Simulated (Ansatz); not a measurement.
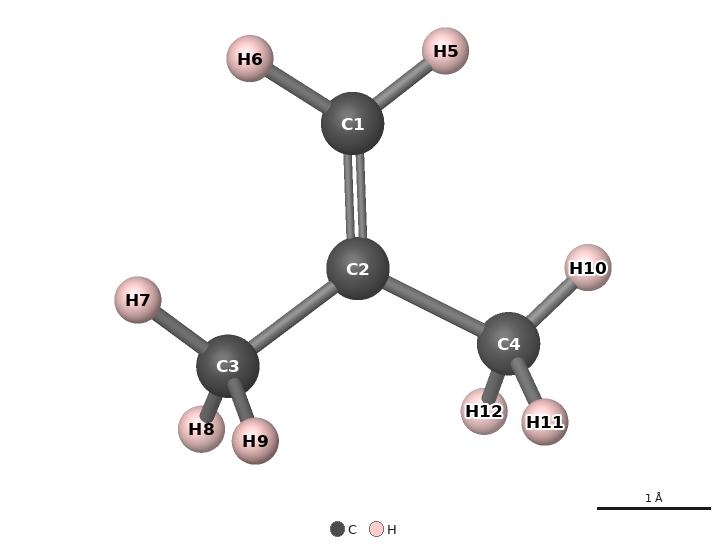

Charge 0, singlet. Geometry: a fixed input geometry, not necessarily a minimum. Basis: cc-pVDZ. Computed at fixed atoms with Ansatz. R, U and RO name restricted, unrestricted and restricted open-shell orbitals; core potentials come with def2 and Stuttgart sets past Kr, some runs use density fitting (about 1 meV), and each entry rests on the lowest determinant that the runs found.

```xyz
12
charge 0, multiplicity 1
C    -0.0196    0.0006   -1.2890
C    -0.0450    0.0215    0.0039
C    -0.0479    1.2713    0.7842
C     0.0278   -1.3063    0.7687
H    -0.0119   -0.8924   -1.8718
H    -0.0228    0.9114   -1.9346
H     0.0111    2.0822    0.1314
H    -0.8684    1.3177    1.3811
H     0.9284    1.3333    1.4019
H    -0.0056   -2.0894    0.1485
H     0.9268   -1.3462    1.4292
H    -0.8467   -1.2914    1.4121
```

Give total energies (hartree) and correlation energies for R-MP2 (4 frozen); RHF.

```tsv
method	energy (Eh)	correlation (mEh)
RHF	-156.1017	–
R-MP2 (4 frozen)	-156.6595	-557.8
```
